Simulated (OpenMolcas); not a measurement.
**Geometry relaxation of N$_{2}$ (part 1 of 4)**

N$_{2}$, SMILES N#N, computed with HF/3-21G, RHF (OpenMolcas 26.06).

The geometry comes from this level: PBE0-D4/def2-TZVP.

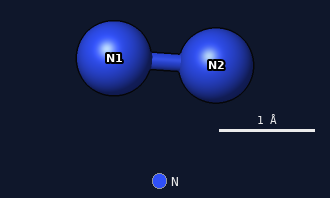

Figure 1. The input geometry (ball-and-stick view, seen at a tilt; atoms are numbered from 1 in the order of the input). Bond lengths as drawn: N–N 1.09 Å.

**The input**
```
* N2 Hartree-Fock
>>> EXPORT MOLCAS_PRINT=2

&GATEWAY
  BASLIB=$CurrDir
  COORD
  2
  angstrom
  N        0.465500      -0.150300       0.239800
  N       -0.465500       0.150300      -0.239800
  BASIS=3-21G
  GROUP=NoSym
>>> EXPORT MOLCAS_MAXITER=50
>>> Do While

&SEWARD

&SCF
  PRORBITALS=0

&SLAPAF
>>> EndDo
>>> COPY $Project.Opt.xyz $CurrDir/final.xyz
>>> COPY $Project.slapaf.h5 $CurrDir/final.slapaf.h5

&MCKINLEY

&MCLR
  THERMOCHEMISTRY
  2
  1.0
  298.15
  End of PT
```

Run on 1 thread of Intel Xeon (Granite Rapids), 64 GiB of memory available, shared host.

Launch command:
```bash
export MOLCAS_MEM=1860
pymolcas run.input > run.log
```

**The program's output**
```
--- Start Module: gateway ---

                                              &GATEWAY

                       available to each process: 1.9 GB of memory, 1 thread

 Basis Set     1 Label: N.3-21G
 Basis set is read from library:.
 basistype.tbl is not found

++    Symmetry information:
      ---------------------

                    Character Table for C1

                             E
                    a        1  x, y, xy, Rz, z, xz, Ry, yz, Rx, I
--

++    Basis set information:
      ----------------------

      Basis set label: N.3-21G.........

      Electronic valence basis set:
      ------------------
      Associated Effective Charge   7.000000 au
      Associated Actual Charge      7.000000 au
      Nuclear Model: Point charge

      Shell  nPrim  nBasis  Cartesian Spherical Contaminant
         s       6       3        X
         p       3       2        X
--

++    Molecular structure info:
      -------------------------

                    ************************************************
                    **** Cartesian Coordinates / bohr, angstrom ****
                    ************************************************

     Center  Label                x              y              z                     x              y              z
        1      N1               0.879668      -0.284026       0.453156              0.465500      -0.150300       0.239800
        2      N2              -0.879668       0.284026      -0.453156             -0.465500       0.150300      -0.239800
--

            Nuclear Potential Energy             23.79834176 au

--- Stop Module: gateway /rc=_RC_ALL_IS_WELL_ ---

>>> EXPORT MOLCAS_MAXITER = 50

--- Start Module: seward ---

                                              &SEWARD

                       available to each process: 1.9 GB of memory, 1 thread

               SEWARD will generate:
                  Multipole Moment integrals up to order  2
                  Kinetic Energy integrals
                  Nuclear Attraction integrals (point charge)
                  One-Electron Hamiltonian integrals
                  Velocity integrals
                  Orbital angular momentum around (  0.0000   0.0000   0.0000 )
                  Velocity quadrupole around (  0.0000   0.0000   0.0000 )
                  Two-Electron Repulsion integrals

                   Integrals are discarded if absolute value <: 1.00E-14
                   Integral cutoff threshold is set to       <: 1.00E-16

            Nuclear Potential Energy             23.79834176 au

      Basis set specifications :
      Symmetry species         a
      Basis functions           18

--- Stop Module: seward /rc=_RC_ALL_IS_WELL_ ---

--- Start Module: scf ---

                                                &SCF

                       available to each process: 1.9 GB of memory, 1 thread

++    Input section:
      --------------

      Header of the integral files:

      Cartesian coordinates in angstrom:
      -----------------------------------------------------
      No.  Label        X            Y            Z
      -----------------------------------------------------
       1   N1         0.46550000  -0.15030000   0.23980000
       2   N2        -0.46550000   0.15030000  -0.23980000
      -----------------------------------------------------
      Nuclear repulsion energy =   23.79834176
--

++    Orbital specifications:
      -----------------------

      Symmetry species               1
                                     a
      Frozen orbitals                0
      Occupied orbitals              7
      Secondary orbitals            11
      Deleted orbitals               0
      Total number of orbitals      18
      Number of basis functions     18
--

      Molecular charge                           0.000

++    Optimization specifications:
      ----------------------------

      SCF Algorithm: Conventional
      Minimized density differences are used
      Number of density matrices in core                 5
      Maximum number of NDDO SCF iterations            400
      Maximum number of HF SCF iterations              400
      Threshold for SCF energy change             1.00E-09
      Threshold for density matrix                1.00E-04
      Threshold for Fock matrix                   1.50E-04
      Threshold for linear dependence             1.00E-09
      Threshold at which DIIS is turned on        1.50E-01
      Maximum depth in the DIIS procedure                5
      Maximum depth in the BFGS Hessian update          30
      Threshold at which QNR/C2DIIS is turned on  7.50E-02
      Threshold for Norm(delta) (QNR/C2DIIS)      1.00E-03
      All orbitals punched on: SCFORB
--

      Input vectors read from INPORB
      Orbital file label: *Guess orbitals

++ Convergence information
                                   SCF        iterations: Energy and convergence statistics

Iter     Tot. SCF        One-elec.       Two-elec.     Energy      Max Dij or  Max Fij      DNorm      TNorm      AccCon     Time
         Energy          Energy          Energy        Change      Delta Norm                                                in Sec.
   1  -108.161041190  -192.576474350    60.617091395   0.00E+00    1.61E-01*   2.03E-01*    4.49E+00   4.01E+01   None         0.
   2  -108.296260947  -193.658589743    61.563987032  -1.35E-01*   2.88E-02*   3.52E-02*    1.50E+00   4.04E+01   EDIIS        0.
   3  -108.300641591  -193.475498007    61.376514652  -4.38E-03*   4.93E-03*   8.38E-03*    1.19E-01   4.04E+01   c2DIIS       0.
   4  -108.300806714  -193.517000743    61.417852265  -1.65E-04*   9.37E-04    1.04E-03*    2.06E-02   4.04E+01   QNRc2DIIS    0.
   5  -108.300809864  -193.504006433    61.404854805  -3.15E-06*   1.49E-04    1.73E-04*    1.15E-03   4.04E+01   QNRc2DIIS    0.
   6  -108.300809984  -193.505992595    61.406840847  -1.20E-07*   2.77E-05    2.82E-05     6.42E-05   4.04E+01   QNRc2DIIS    0.
   7  -108.300809986  -193.506126613    61.406974863  -2.37E-09*   1.36E-06    1.32E-06     7.42E-06   4.04E+01   QNRc2DIIS    0.
   8  -108.300809986  -193.506127289    61.406975539  -5.88E-12    9.90E-09    2.71E-08     5.38E-04   4.04E+01   QNRc2DIIS    0.

       Convergence after   8 Iterations
--

 *****************************************************************************************************************************
 *                                             SCF/KS-DFT Program, Final results                                             *
 *                                                       Final Results                                                       *
 *****************************************************************************************************************************

::    Total SCF energy                               -108.3008099863
      One-electron energy                            -193.5061272891
      Two-electron energy                              61.4069755390
      Nuclear repulsion energy                         23.7983417638
      Kinetic energy (interpolated)                   108.0407638859
      Virial theorem                                    1.0024069258
      Total spin, S(S+1)                                0.0000000000
      Total spin, S                                     0.0000000000
      Max non-diagonal density matrix element           0.0000000107
      Max non-diagonal Fock matrix element              0.0000000005

      No orbitals printed

++    Molecular charges:
      ------------------

      Mulliken charges per centre
      ---------------------------

                N1      N2
      Total    7.0000  7.0000

      N-E     -0.0000  0.0000

      Total electronic charge=   14.000000

      Total            charge=   -0.000000
--

++    Molecular properties:
      ---------------------

      Charge (e):
                      =   -0.0000
      Dipole Moment (debye):
      Origin of the operator (angstrom)=    0.0000    0.0000    0.0000
                   X= -2.8219E-15               Y=  1.4991E-14               Z= -5.4322E-15           Total=  1.6193E-14
      Quadrupole Moment (debye*angstrom):
      Origin of the operator (angstrom)=    0.0000    0.0000    0.0000
                  XX= -1.1685E+01              XY=  5.3653E-01              XZ= -8.5603E-01              YY= -1.0197E+01
                  YZ=  2.7639E-01              ZZ= -1.0465E+01
      In traceless form (debye*angstrom)
                  XX= -1.3546E+00              XY=  8.0480E-01              XZ= -1.2840E+00              YY=  8.7811E-01
                  YZ=  4.1459E-01              ZZ=  4.7650E-01
--

--- Stop Module: scf /rc=_RC_ALL_IS_WELL_ ---

--- Start Module: slapaf ---

                                              &SLAPAF

                       available to each process: 1.9 GB of memory, 1 thread

--- Stop Module: slapaf /rc=_RC_INVOKED_OTHER_MODULE_ ---

--- Start Module: alaska ---

                                              &ALASKA

                       available to each process: 1.9 GB of memory, 1 thread

                     Threshold for contributions to the gradient: 1.000E-07

                    ********************************************
                    * Symmetry Adapted Cartesian Displacements *
                    ********************************************

           Irreducible representation : a
           Basis function(s) of irrep: x, y, xy, Rz, z, xz, Ry, yz, Rx, I

 Basis Label        Type   Center Phase
   1   N1           x         1     1
   2   N1           y         1     1
   3   N1           z         1     1
   4   N2           x         2     1
   5   N2           y         2     1
   6   N2           z         2     1

                     No automatic utilization of translational and rotational invariance of the energy is employed.

 Conventional ERI gradients!

 **************************************************
 *              Molecular gradients               *
 **************************************************

  Irreducible representation: a
 ------------------------------------------------------------------------------------------
                              X                       Y                       Z
 ------------------------------------------------------------------------------------------
  N1                1.91507877285950E-02   -6.18338001205965E-03    9.86543264725626E-03
  N2               -1.91507877285950E-02    6.18338001205787E-03   -9.86543264725803E-03
 ------------------------------------------------------------------------------------------

--- Stop Module: alaska /rc=_RC_ALL_IS_WELL_ ---

--- Start Module: slapaf ---

                                              &SLAPAF

                       available to each process: 1.9 GB of memory, 1 thread

++       Slapaf input parameters:
         ------------------------

 Maximum number of iterations:                50
 Convergence test a la Schlegel.
 Convergence criterion on gradient/para.<=: 3.0E-04
 Convergence criterion on step/parameter<=: 3.0E-04
 Convergence criterion on energy change <=: 0.0E+00
 Parameters for step-restricted optimization
 Maximum step length (initial seed):       3.00E-01

 -RFO activated with parameters:
   Maximum number of data points used in RFO:      5
 Line search is performed

 -Optimization for minimum.
  Optimization method: RS-RFO.

 -Initial Hessian guessed by Hessian Model Function (HMF).
  HMF augmented with weak interactions.

 -Hessian update method: Broyden-Fletcher-Goldfarb-Shanno
  Maximum number of points in Hessian update:  5

 -Relaxation will be done on non-redundant internal coordinates, based on
  force constant weighted redundant internal coordinates.

--

 ******************************************
 * Statistics of the internal coordinates *
 ******************************************
 Translations and Rotations:         0
 Bonds                     :         1
 Angles                    :         0
 Torsions                  :         0
 Out-of-plane angles       :         0

**********************************************************************************************************************
*                                    Energy Statistics for Geometry Optimization                                     *
**********************************************************************************************************************
                       Energy     Grad      Grad              Step                 Estimated   Geom       Hessian
Iter      Energy       Change     Norm      Max    Element    Max     Element     Final Energy Update Update   Index
  1   -108.30080999  0.00000000 0.031696 -0.022412 nrc001  -0.016257  nrc001     -108.30099217 RS-RFO  None      0

       +----------------------------------+----------------------------------+
       +    Cartesian Displacements       +    Gradient in internals         +
       +  Value      Threshold Converged? +  Value      Threshold Converged? +
 +-----+----------------------------------+----------------------------------+
 + RMS + 8.1286E-03  1.2000E-03     No    + 3.1696E-02  3.0000E-04     No    +
 +-----+----------------------------------+----------------------------------+
 + Max + 8.1286E-03  1.8000E-03     No    + 2.2412E-02  4.5000E-04     No    +
 +-----+----------------------------------+----------------------------------+

 Convergence not reached yet!

*****************************************************************************************************************
*****************************************************************************************************************

++ Geometry section

********************************************************************************
  Geometrical information of the new structure
********************************************************************************

 *********************************************************
 * Nuclear coordinates for the next iteration / bohr     *
 *********************************************************
  ATOM              X               Y               Z
  N1               0.872722       -0.281783        0.449578
  N2              -0.872722        0.281783       -0.449578

 *********************************************************
 * Nuclear coordinates for the next iteration / angstrom *
 *********************************************************
  ATOM              X               Y               Z
  N1               0.461824       -0.149113        0.237907
  N2              -0.461824        0.149113       -0.237907

                    ***************************************
                    *    InterNuclear Distances / bohr    *
                    ***************************************

               1 N1            2 N2
    1 N1       0.000000
    2 N2       2.042710        0.000000

                    *******************************************
                    *    InterNuclear Distances / angstrom    *
                    *******************************************

               1 N1            2 N2
    1 N1       0.000000
    2 N2       1.080955        0.000000
--
--- Stop Module: slapaf /rc=_RC_CONTINUE_LOOP_ ---

>>> END DO

--- Start Module: seward ---
--- Stop Module: seward /rc=_RC_ALL_IS_WELL_ ---

--- Start Module: scf ---
--- Stop Module: scf /rc=_RC_ALL_IS_WELL_ ---

--- Start Module: slapaf ---
--- Stop Module: slapaf /rc=_RC_INVOKED_OTHER_MODULE_ ---

--- Start Module: alaska ---
--- Stop Module: alaska /rc=_RC_ALL_IS_WELL_ ---

--- Start Module: slapaf ---

**********************************************************************************************************************
*                                    Energy Statistics for Geometry Optimization                                     *
**********************************************************************************************************************
                       Energy     Grad      Grad              Step                 Estimated   Geom       Hessian
Iter      Energy       Change     Norm      Max    Element    Max     Element     Final Energy Update Update   Index
  1   -108.30080999  0.00000000 0.031696 -0.022412 nrc001  -0.016257  nrc001     -108.30099217 RS-RFO  None      0
  2   -108.30094210 -0.00013211 0.009147  0.006468 nrc001   0.003552  nrc001     -108.30095356 RS-RFO  BFGS      0
```
